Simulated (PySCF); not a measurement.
**Energy and gradient calculation of C₂H₂BrSi (charge −1)**

System: C₂H₂BrSi, charge −1.
Method: B3LYP/6-31G*, RKS (PySCF 2.14.0).

The geometry comes from this level: GFN2-xTB. Figures and captions count atoms from 1; the log counts them from 0 in places.

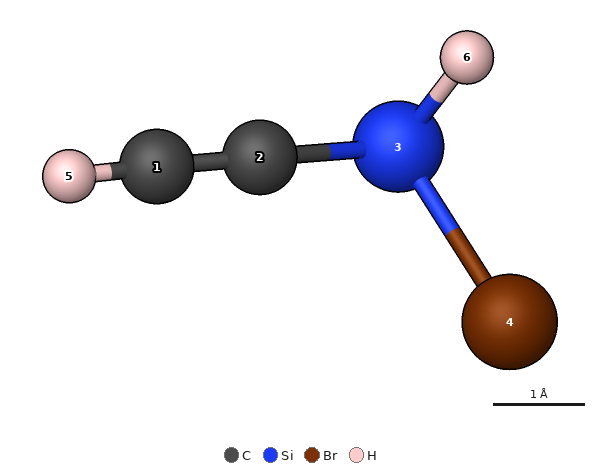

*The structure as given in the input (ball-and-stick view, seen at a tilt; atoms are numbered from 1 in the order of the input).*

Bond lengths as drawn: Br–Si 2.47 Å, C–C 1.21 Å, C–H 1.06 Å, C–Si 1.86 Å and H–Si 1.50 Å.

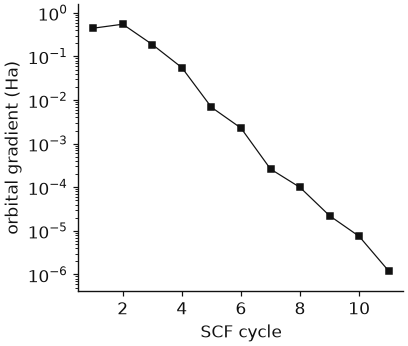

*Convergence of the self-consistent field: orbital gradient against the SCF cycle.*

The residual falls almost steadily, with no more than small rises.

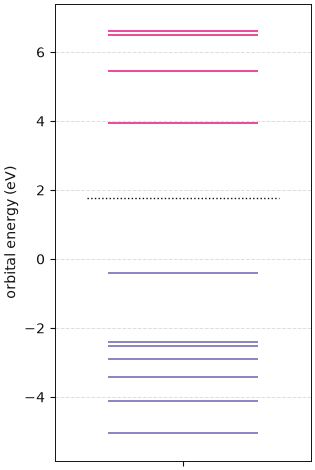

*Orbital energies near the frontier; the dotted line parts filled from empty levels, and levels within 0.02 eV of each other stand side by side.*

Highest filled −0.42 eV, lowest empty 3.93 eV, 4.35 eV apart.

The input and output of the run follow.

### The input (job.py)
```python
from pyscf import gto, dft

mol = gto.M(
    atom='''
C      1.693932     0.949568    -2.662756
C      0.634967     0.559132    -0.680471
Si    -0.102196     0.029555     2.722623
Br    -2.125829    -4.157152     2.311891
H      2.491245     1.238035    -4.472679
H     -2.592100     1.380861     2.781412
''',
    max_memory=1860,
    basis='6-31g*',
    verbose=4,
    unit='bohr',
    charge=-1,
)

mf = dft.RKS(mol, xc='b3lyp')
mf.grids.level = 5
mf.conv_tol = 1e-10
mf.kernel()
if not mf.converged:
    mf = mf.newton().run(mf.mo_coeff, mf.mo_occ)

etot = mf.e_tot
print('Final energy', etot)
grad = mf.nuc_grad_method().kernel()
dip = mf.dip_moment()
pop, q = mf.mulliken_pop()
```

Launch command:
```bash
OMP_NUM_THREADS=1 python job.py
```

### Output
```
PySCF version 2.14.0

[INPUT] num. atoms = 6
[INPUT] num. electrons = 64
[INPUT] charge = -1
[INPUT] spin (= nelec alpha-beta = 2S) = 0
[INPUT] symmetry False subgroup None
[INPUT] Mole.unit = bohr
[INPUT] Symbol           X                Y                Z      unit          X                Y                Z       unit  Magmom
[INPUT]  1 C      0.896390211248   0.502489745819  -1.409069793440 AA    1.693932000000   0.949568000000  -2.662756000000 Bohr   0.0
[INPUT]  2 C      0.336010066086   0.295879912296  -0.360089745892 AA    0.634967000000   0.559132000000  -0.680471000000 Bohr   0.0
[INPUT]  3 Si    -0.054079794247   0.015639832469   1.440750045527 AA   -0.102196000000   0.029555000000   2.722623000000 Bohr   0.0
[INPUT]  4 Br    -1.124940261113  -2.199870100731   1.223400031331 AA   -2.125829000000  -4.157152000000   2.311891000000 Bohr   0.0
[INPUT]  5 H      1.318310080818   0.655139908321  -2.366839798560 AA    2.491245000000   1.238035000000  -4.472679000000 Bohr   0.0
[INPUT]  6 H     -1.371680248426   0.730720172648   1.471859844579 AA   -2.592100000000   1.380861000000   2.781412000000 Bohr   0.0

nuclear repulsion = 242.091024471464
number of shells = 36
number of NR pGTOs = 208
number of NR cGTOs = 82
basis = 6-31g*
ecp = {}

******** <class 'pyscf.dft.rks.RKS'> ********
method = RKS
initial guess = minao
damping factor = 0
level_shift factor = 0
DIIS = <class 'pyscf.scf.diis.CDIIS'>
diis_start_cycle = 1
diis_space = 8
diis_damp = 0
SCF conv_tol = 1e-10
SCF conv_tol_grad = None
SCF max_cycles = 50
direct_scf = True
direct_scf_tol = 1e-13
XC library pyscf.dft.libxc version 7.0.0
    S. Lehtola, C. Steigemann, M. J.T. Oliveira, and M. A.L. Marques.,  SoftwareX 7, 1–5 (2018)
XC functionals = b3lyp
    P. J. Stephens, F. J. Devlin, C. F. Chabalowski, and M. J. Frisch.,  J. Phys. Chem. 98, 11623 (1994)
radial grids:
    Treutler-Ahlrichs [JCP 102, 346 (1995); DOI:10.1063/1.469408] (M4) radial grids

becke partition: Becke, JCP 88, 2547 (1988); DOI:10.1063/1.454033
pruning grids: <function nwchem_prune>
grids dens level: 5
symmetrized grids: False
atomic radii adjust function: <function treutler_atomic_radii_adjust>
small_rho_cutoff = 0
Set gradient conv threshold to 1e-05
Initial guess from minao.
tot grids = 221328
init E= -2939.8356706247
  HOMO = -0.218345180068468  LUMO = -0.0909803662070381  gap/eV = 3.46577
cycle= 1 E= -2940.71930479281  delta_E= -0.884  |g|= 0.445  |ddm|=  2.5
  HOMO = 0.0156489900535446  LUMO = 0.17742444237878  gap/eV = 4.40213
cycle= 2 E= -2940.69360594217  delta_E= 0.0257  |g|= 0.549  |ddm|= 1.37
  HOMO = -0.00979473774896711  LUMO = 0.148558006013005  gap/eV = 4.30900
cycle= 3 E= -2940.77609848554  delta_E= -0.0825  |g|= 0.188  |ddm|= 0.758
  HOMO = -0.0111864548221892  LUMO = 0.146005911107756  gap/eV = 4.27742
cycle= 4 E= -2940.78438033092  delta_E= -0.00828  |g|= 0.0555  |ddm|= 0.191
  HOMO = -0.0160160510332279  LUMO = 0.143835257721262  gap/eV = 4.34978
cycle= 5 E= -2940.78519498438  delta_E= -0.000815  |g|= 0.00684  |ddm|= 0.0651
  HOMO = -0.0151319755186288  LUMO = 0.144487195079988  gap/eV = 4.34346
cycle= 6 E= -2940.78520932326  delta_E= -1.43e-05  |g|= 0.00228  |ddm|= 0.0142
  HOMO = -0.0153496555224644  LUMO = 0.144332128811572  gap/eV = 4.34516
cycle= 7 E= -2940.78521085932  delta_E= -1.54e-06  |g|= 0.000262  |ddm|= 0.00336
  HOMO = -0.0153096272287661  LUMO = 0.144356249694845  gap/eV = 4.34473
cycle= 8 E= -2940.78521087598  delta_E= -1.67e-08  |g|= 9.91e-05  |ddm|= 0.000556
  HOMO = -0.0153109018056696  LUMO = 0.144356302983826  gap/eV = 4.34477
cycle= 9 E= -2940.78521087885  delta_E= -2.88e-09  |g|= 2.22e-05  |ddm|= 0.000174
  HOMO = -0.0153126203673253  LUMO = 0.144355133866362  gap/eV = 4.34478
cycle= 10 E= -2940.78521087905  delta_E= -1.94e-10  |g|= 7.49e-06  |ddm|= 5.34e-05
  HOMO = -0.0153123559327399  LUMO = 0.144355468866205  gap/eV = 4.34478
cycle= 11 E= -2940.78521087906  delta_E= -1.55e-11  |g|= 1.2e-06  |ddm|= 1.33e-05
  HOMO = -0.0153122823879901  LUMO = 0.144355511909271  gap/eV = 4.34478
Extra cycle  E= -2940.78521087906  delta_E= 3.18e-12  |g|= 1.33e-06  |ddm|= 3.59e-06
converged SCF energy = -2940.78521087906
Final energy -2940.78521087906

******** <class 'pyscf.grad.rks.Gradients'> for <class 'pyscf.dft.rks.RKS'> ********
unit = Eh/Bohr
grid_response = False
--------------- RKS gradients ---------------
         x                y                z
0 C    -0.0106569826    -0.0045251528     0.0247371570
1 C     0.0098806458     0.0033301448    -0.0216455661
2 Si    -0.0065699907     0.0067959154    -0.0104631387
3 Br     0.0008246044     0.0016100580    -0.0005091419
4 H    -0.0025035313    -0.0015505200     0.0063132516
5 H     0.0090248360    -0.0056595067     0.0015715143
----------------------------------------------

WARN: System has nonzero charge -1; the dipole moment is origin-dependent.
Location of origin: [0. 0. 0.]

Dipole moment(X, Y, Z, Debye):  1.87430,  4.24787, -5.34406
 ** Mulliken pop  **
pop of  0 C 1s            1.99661
pop of  0 C 2s            0.67929
pop of  0 C 3s            0.55470
pop of  0 C 2px           0.66065
pop of  0 C 2py           0.59271
pop of  0 C 2pz           0.76372
pop of  0 C 3px           0.46539
pop of  0 C 3py           0.44050
pop of  0 C 3pz           0.08533
pop of  0 C 3dxy          0.00131
pop of  0 C 3dyz          0.00385
pop of  0 C 3dz^2         0.00770
pop of  0 C 3dxz          0.00624
pop of  0 C 3dx2-y2       0.00127
pop of  1 C 1s            1.99715
pop of  1 C 2s            0.69866
pop of  1 C 3s            0.74423
pop of  1 C 2px           0.59821
pop of  1 C 2py           0.56502
pop of  1 C 2pz           0.77499
pop of  1 C 3px           0.33544
pop of  1 C 3py           0.35488
pop of  1 C 3pz           0.02888
pop of  1 C 3dxy          0.00209
pop of  1 C 3dyz          0.00459
pop of  1 C 3dz^2         0.00813
pop of  1 C 3dxz          0.00662
pop of  1 C 3dx2-y2       0.00236
pop of  2 Si 1s           1.99970
pop of  2 Si 2s           1.99743
pop of  2 Si 3s           1.13113
pop of  2 Si 4s           0.52321
pop of  2 Si 2px          1.98786
pop of  2 Si 2py          1.98502
pop of  2 Si 2pz          1.98657
pop of  2 Si 3px          0.62671
pop of  2 Si 3py          0.36925
pop of  2 Si 3pz          0.62574
pop of  2 Si 4px          0.32696
pop of  2 Si 4py          0.08304
pop of  2 Si 4pz          0.27287
pop of  2 Si 3dxy         0.03164
pop of  2 Si 3dyz         0.01366
pop of  2 Si 3dz^2        0.05295
pop of  2 Si 3dxz         0.01011
pop of  2 Si 3dx2-y2      0.01593
pop of  3 Br 1s           1.99997
pop of  3 Br 2s           1.99947
pop of  3 Br 3s           1.99900
pop of  3 Br 4s           1.61009
pop of  3 Br 5s           0.36014
pop of  3 Br 2px          1.99977
pop of  3 Br 2py          1.99974
pop of  3 Br 2pz          1.99978
pop of  3 Br 3px          1.99557
pop of  3 Br 3py          1.99480
pop of  3 Br 3pz          1.99577
pop of  3 Br 4px          1.29561
pop of  3 Br 4py          1.19302
pop of  3 Br 4pz          1.32627
pop of  3 Br 5px          0.62247
pop of  3 Br 5py          0.50666
pop of  3 Br 5pz          0.64972
pop of  3 Br 3dxy         1.38914
pop of  3 Br 3dyz         1.38920
pop of  3 Br 3dz^2        1.38962
pop of  3 Br 3dxz         1.38975
pop of  3 Br 3dx2-y2      1.38903
pop of  3 Br 4dxy         0.58374
pop of  3 Br 4dyz         0.58383
pop of  3 Br 4dz^2        0.58344
pop of  3 Br 4dxz         0.58346
pop of  3 Br 4dx2-y2      0.58381
pop of  3 Br 5dxy         0.03336
pop of  3 Br 5dyz         0.02938
pop of  3 Br 5dz^2        0.02890
pop of  3 Br 5dxz         0.02751
pop of  3 Br 5dx2-y2      0.03032
pop of  4 H 1s            0.52323
pop of  4 H 2s            0.36946
pop of  5 H 1s            0.51474
pop of  5 H 2s            0.60992
 ** Mulliken atomic charges  **
charge of    0C =     -0.25926
charge of    1C =     -0.12125
charge of    2Si =     -0.03979
charge of    3Br =     -0.56236
charge of    4H =      0.10731
charge of    5H =     -0.12466
```

### Summary

| quantity | value |
| --- | --- |
| outcome | converged |
| total energy | −2940.785211 hartree |
| basis functions | 82 |
| largest force | 1.404 eV/Å |
| HOMO | −0.42 eV |
| LUMO | 3.93 eV |
| hardware | 1 thread of Intel Xeon @ 2.50GHz (Skylake/Cascade Lake), 189 GiB of memory available, shared host |
| wall time | 65 s |
| peak memory | 0.8 GiB |

### Notes

The record of the run, not the program, notes: dipole of an ion depends on the origin.
